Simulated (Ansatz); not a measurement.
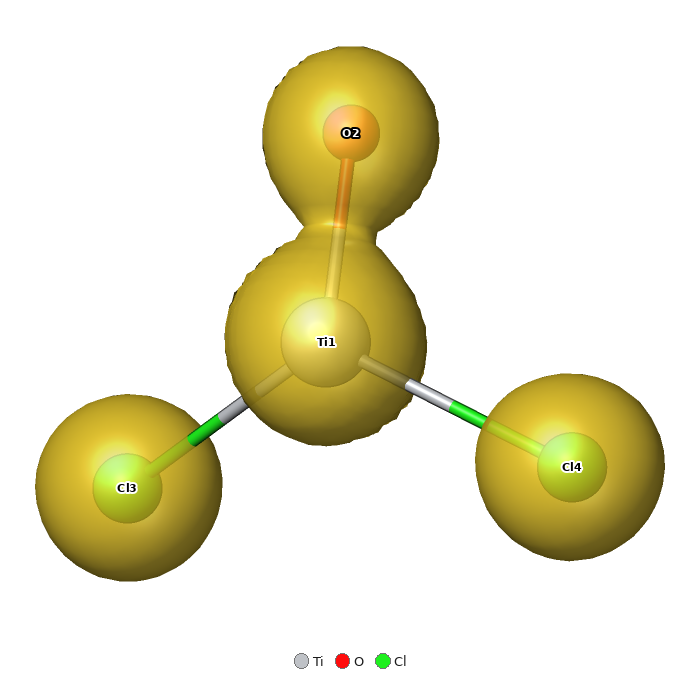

*Cl₂OTi (TiOCl2). Isosurface of the electron density at 1.5 e/Å³ (yellow), seen at a tilt.*

Geometry: PBE-D4/def2-SVP; not at a stationary point (largest force 0.8 eV/Å).

Computed with Ansatz 0.2.0, RKS PBE0-D4/def2-TZVP.

```xyz
4

Ti    0.0722   -0.0018    0.2524
O     1.6595   -0.0229    0.0936
Cl   -0.8390    1.9825   -0.1666
Cl   -0.8928   -1.9578   -0.1794
```

Q: How is the density connected at this value?

A: At this value the surface falls into three separate pieces. It bridges the sampled Ti–O (1.60 Å) contacts, where the density stays above the isovalue. It is pinched off along the sampled Ti–Cl (2.22 Å) contacts. On the grid the lowest density along these lines, outside the cores, is 1.9 e/Å³ (Ti–O, 1.60 Å) and 0.61 e/Å³ (Ti–Cl, 2.22 Å).
